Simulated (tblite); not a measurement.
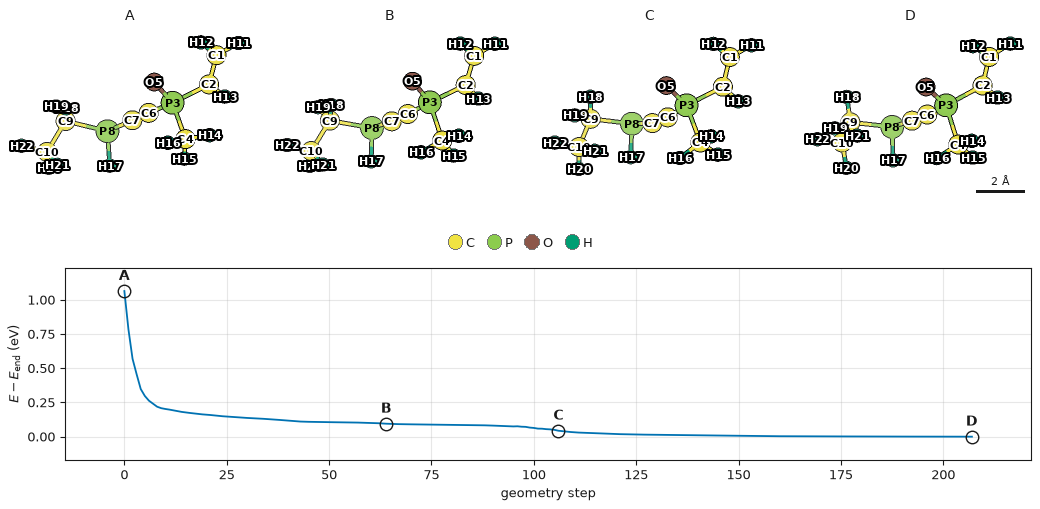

Frames of a relaxation of C₇H₁₂OP₂, marked on the history of the run. Style: ball-and-stick. Shown at a tilt.

All numbers below come from tblite, GFN2-xTB geometry optimisation, gas phase. 

> What happens along the run?

The energy falls by 1.064 eV in 207 geometry steps. The largest moves after the best rigid fit, 1.66 Å, are those of H20 and H21. Largest moves by element: H 1.66 Å, C 1.08 Å, P 0.48 Å, O 0.41 Å. Near-neighbour distances that change, for instance: P8–H17 1.471 → 1.406 Å, C7–P8 1.817 → 1.765 Å, C4–H16 1.125 → 1.089 Å, C10–H21 1.123 → 1.088 Å. Bond angles that change, for instance: C7–P8–H17 110.8° → 93.6°, C9–P8–H17 109.5° → 95.7°, C7–P8–C9 107.2° → 98.0°. Groups turn about P3–C4 by about 35°. Cost: 3.4 s on 1 thread of Arm Neoverse N1 (shared host). From step 0 to 64: H16 moves most (0.71 Å), energy −0.970 eV. From step 64 to 106: H21 moves most (0.91 Å), energy −0.051 eV. From step 106 to 207: H atoms move most (0.69 Å), energy −0.043 eV.

```
step  E − E(0), eV
   0        0.0000
   1       -0.2811
   2       -0.4951
   3       -0.6087
   4       -0.7161
   5       -0.7668
   6       -0.8013
   7       -0.8232
   8       -0.8454
   9       -0.8561
  10       -0.8619
  20       -0.9035
  31       -0.9289
  41       -0.9501
  51       -0.9588
  62       -0.9661
  72       -0.9749
  83       -0.9787
  93       -0.9867
 103       -1.0093
 114       -1.0377
 124       -1.0479
 134       -1.0509
 145       -1.0556
 155       -1.0601
 166       -1.0614
 176       -1.0626
 186       -1.0633
 197       -1.0640
 207       -1.0643
```
